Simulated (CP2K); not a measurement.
# SnSiH4OF (SMILES [F][SnH][O][SiH3]): GFN2-xTB

What is the vertical ionisation energy of SnSiH4OF at GFN2-xTB? 

Program for the calculation: CP2K 2026.2.

4 further runs of the same task are left out: 2 that didn't finish, 2 set aside as unsound or not needed. Runs told in other sessions of the task aren't counted.

### 1 Starting point

SnSiH4OF has 8 atoms, charge 0, and is taken as a doublet. SMILES: `[F][SnH][O][SiH3]`. Geometry: relaxed at PBE0-D4/def2-TZVP. This is one conformer, not always the lowest.

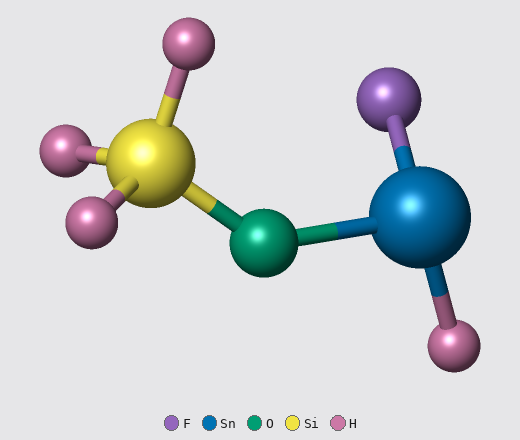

Viewed from a chosen angle; fluorine purple, tin blue, oxygen teal, silicon yellow, hydrogen pink.

### 2 A single-point energy at GFN2-xTB

Contents of job.inp:

```
&FORCE_EVAL
  METHOD Quickstep
  &DFT
    MULTIPLICITY 2
    UNRESTRICTED_KOHN_SHAM T
    &QS
      METHOD XTB
      EPS_DEFAULT 1.0E-10
      &XTB
        GFN_TYPE TBLITE
        &TBLITE
          METHOD GFN2
        &END TBLITE
        CHECK_ATOMIC_CHARGES F
      &END XTB
    &END QS
    &POISSON
      PERIODIC NONE
      POISSON_SOLVER ANALYTIC
    &END POISSON
    &SCF
      SCF_GUESS ATOMIC
      EPS_SCF 1.0E-06
      MAX_SCF 150
      ADDED_MOS 4
      &DIAGONALIZATION
        ALGORITHM STANDARD
      &END DIAGONALIZATION
      &MIXING
        METHOD DIRECT_P_MIXING
        ALPHA 0.4
      &END MIXING
      &SMEAR ON
        METHOD FERMI_DIRAC
        ELECTRONIC_TEMPERATURE [K] 300
        FIXED_MAGNETIC_MOMENT 1.0
      &END SMEAR
    &END SCF
    &PRINT
      &MOMENTS
        PERIODIC F
        REFERENCE COM
        MAX_MOMENT 1
      &END MOMENTS
      &MO ON
        ENERGIES T
        OCCUPATION_NUMBERS T
        NDIGITS 6
        &EACH
          QS_SCF 0
        &END EACH
        ADD_LAST NUMERIC
      &END MO
      &HIRSHFELD OFF
      &END HIRSHFELD
    &END PRINT
  &END DFT
  &SUBSYS
    &CELL
      ABC 13.3 14.2 13.4
      PERIODIC NONE
    &END CELL
    &COORD
      UNIT bohr
      F     -3.0373568     3.2724387     1.9280876
      Sn    -0.7950078     3.5422916    -0.9325798
      O      0.3968425     0.0742662    -1.3122258
      Si     1.3488865    -2.2349791     0.5232652
      H     -2.7130798     4.1126110    -3.5472049
      H      3.2675254    -3.7456262    -0.8630379
      H     -0.8072910    -3.8952925     1.2162277
      H      2.5139027    -1.2338022     2.8818323
    &END COORD
    &TOPOLOGY
      &CENTER_COORDINATES
      &END CENTER_COORDINATES
    &END TOPOLOGY
  &END SUBSYS
&END FORCE_EVAL
&GLOBAL
  PROJECT job
  RUN_TYPE ENERGY
  PRINT_LEVEL MEDIUM
&END GLOBAL
```

Started as:

```bash
$ OMP_NUM_THREADS=1 cp2k.psmp -i job.inp -o job.out
```

Output:

```text
CP2K| version string:                                       CP2K version 2026.2
[...]
 GLOBAL| Method name                                                        CP2K
[...]
 GLOBAL| Run type                                                         ENERGY
[...]
                             - Atoms:                                          8
[...]
                             - Spherical basis functions:                     30
[...]
 Number of electrons:                                                         13
[...]
  *** SCF run converged in    30 steps ***
[...]
  Fermi energy:                                                -0.31177309668653
[...]
 TB_DIPOLE| Moment [Debye]          1.33808519       0.97863338      -1.42879626
 TB_DIPOLE| Derivative [a.u.]       0.00000000       0.00000000       0.00000000
[...]
 ENERGY| Total FORCE_EVAL ( QS ) energy [hartree]            -14.739360670145906
[...]
```

It took 0.3 s on 1 thread of Arm Neoverse V2, shared host.

### 3 The singlet cation, same level

Contents of job.inp:

```
&GLOBAL
    PROJECT_NAME job
    RUN_TYPE ENERGY
    PRINT_LEVEL MEDIUM
&END GLOBAL
&FORCE_EVAL
    METHOD QUICKSTEP
    &DFT
        CHARGE 1
        MULTIPLICITY 1
        &QS
            METHOD XTB
            EPS_DEFAULT 1.0E-10
            &XTB
                GFN_TYPE TBLITE
                &TBLITE
                    METHOD GFN2
                &END TBLITE
                CHECK_ATOMIC_CHARGES F
            &END XTB
        &END QS
        &POISSON
            PERIODIC NONE
            POISSON_SOLVER ANALYTIC
        &END POISSON
        &SCF
            SCF_GUESS ATOMIC
            EPS_SCF 1.0E-06
            MAX_SCF 150
            ADDED_MOS 4
            &DIAGONALIZATION
                ALGORITHM STANDARD
            &END DIAGONALIZATION
            &MIXING
                METHOD DIRECT_P_MIXING
                ALPHA 0.4
            &END MIXING
            &SMEAR ON
                METHOD FERMI_DIRAC
                ELECTRONIC_TEMPERATURE [K] 300
            &END SMEAR
        &END SCF
        &PRINT
            &MOMENTS
                PERIODIC F
                REFERENCE COM
                MAX_MOMENT 1
            &END MOMENTS
            &MO ON
                ENERGIES T
                OCCUPATION_NUMBERS T
                NDIGITS 6
                &EACH
                    QS_SCF 0
                &END EACH
                ADD_LAST NUMERIC
            &END MO
            &HIRSHFELD OFF
            &END HIRSHFELD
        &END PRINT
    &END DFT
    &SUBSYS
        &CELL
            ABC [angstrom] 13.3 14.2 13.4
            PERIODIC NONE
        &END CELL
        &COORD
            UNIT bohr
            F     -3.0373568     3.2724387     1.9280876
            Sn    -0.7950078     3.5422916    -0.9325798
            O      0.3968425     0.0742662    -1.3122258
            Si     1.3488865    -2.2349791     0.5232652
            H     -2.7130798     4.1126110    -3.5472049
            H      3.2675254    -3.7456262    -0.8630379
            H     -0.8072910    -3.8952925     1.2162277
            H      2.5139027    -1.2338022     2.8818323
        &END COORD
        &TOPOLOGY
            &CENTER_COORDINATES
            &END CENTER_COORDINATES
        &END TOPOLOGY
    &END SUBSYS
&END FORCE_EVAL
```

Started as:

```bash
$ OMP_NUM_THREADS=1 cp2k.psmp -i job.inp > job.out 2>&1
```

Output:

```text
CP2K| version string:                                       CP2K version 2026.2
[...]
 GLOBAL| Method name                                                        CP2K
[...]
 GLOBAL| Run type                                                         ENERGY
[...]
                             - Atoms:                                          8
[...]
                             - Spherical basis functions:                     30
[...]
 Number of electrons:                                                         24
[...]
  *** SCF run converged in    68 steps ***
[...]
  Fermi energy:                                                -0.59223715971809
[...]
 TB_DIPOLE| Moment [Debye]          2.52791595      -3.85327571      -0.78868674
 TB_DIPOLE| Derivative [a.u.]       0.00000000       0.00000000       0.00000000
[...]
 ENERGY| Total FORCE_EVAL ( QS ) energy [hartree]            -14.245251523905006
[...]
```

It took 0.3 s on 1 thread of Arm Neoverse V2, shared host.

### 4 Outcome

At GFN2-xTB:

| quantity | value |
| --- | --- |
| doublet SnSiH4OF: total energy | -14.73936 Eh |
| doublet SnSiH4OF: dipole moment (from atomic charges alone) | 2.19 D |
| doublet SnSiH4OF: HOMO energy (highest over α and β) | -10.89 eV |
| doublet SnSiH4OF: LUMO energy (lowest over α and β) | -10.33 eV |
| doublet SnSiH4OF: dispersion energy | -12.89 kJ/mol |
| singlet cation: total energy | -14.24525 Eh |
| singlet cation: HOMO energy | -16.27 eV |
| singlet cation: LUMO energy | -15.96 eV |
| singlet cation: HOMO–LUMO gap | 0.31 eV |
| singlet cation: dispersion energy | -10.00 kJ/mol |
| vertical ionisation energy (to the singlet cation) | 13.445 eV |

The vertical ionisation energy comes to 13.45 eV (1297 kJ/mol). Only the singlet of the ionised species was computed; a triplet could lie lower. xTB total energies overstate such differences by several eV unless an empirical shift is taken off; none is applied here. The dipole (doublet SnSiH4OF) comes from point charges on the atoms alone, without atomic dipoles, so it is partial.
